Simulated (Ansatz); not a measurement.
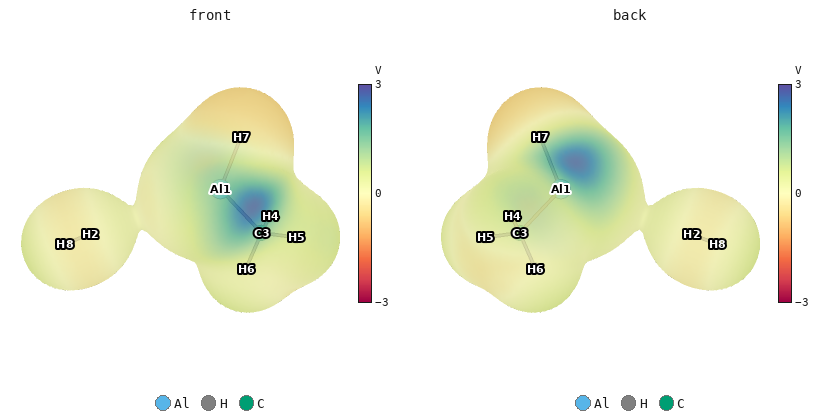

The picture shows: CH₄Al···H₂ (doublet). The molecular electrostatic potential painted on the density surface at 0.002 e/bohr³, seen from the front and from behind; the colour scale runs from red (negative) to blue (positive).

These are results of Ansatz, UKS PBE0/def2-SVP, not measurements.

Input

```
crystal:
  periodic: [false, false, false]
  atoms:
    - { symbol: Al, position_ang: [-0.064246, 0.024152, -0.257971] }
    - { symbol: H, position_ang: [-0.051619, 0.009761, 2.507946] }
    - { symbol: C, position_ang: [1.710729, 0.017925, -1.118287] }
    - { symbol: H, position_ang: [2.043603, -1.0245, -1.269201] }
    - { symbol: H, position_ang: [1.701578, 0.508539, -2.106673] }
    - { symbol: H, position_ang: [2.471315, 0.507419, -0.488514] }
    - { symbol: H, position_ang: [-1.38466, -0.036518, -1.192355] }
    - { symbol: H, position_ang: [0.009, -0.006877, 3.229254] }
magnetization:
  spin_polarized: true
  initial_magnetization: 1
basis:
  gaussian: { orbitals: def2-SVP }
hamiltonian:
  xc: pbe0
relax:
  f_tol: 0.03
  max_steps: 50
output:
  orbitals: {}
```

Command:

```sh
ansatz run input.yaml --threads 1 --pin off --max-ram 2048MiB --backend cpu --events-out ev --progress --plain --runs-dir out
```

The fields are those of the run's last geometry, not of the input's.

Where is the surface potential most negative and most positive?

The most negative region (about −0.6 V) lies over H7, the most positive (about +2.6 V) over Al1.
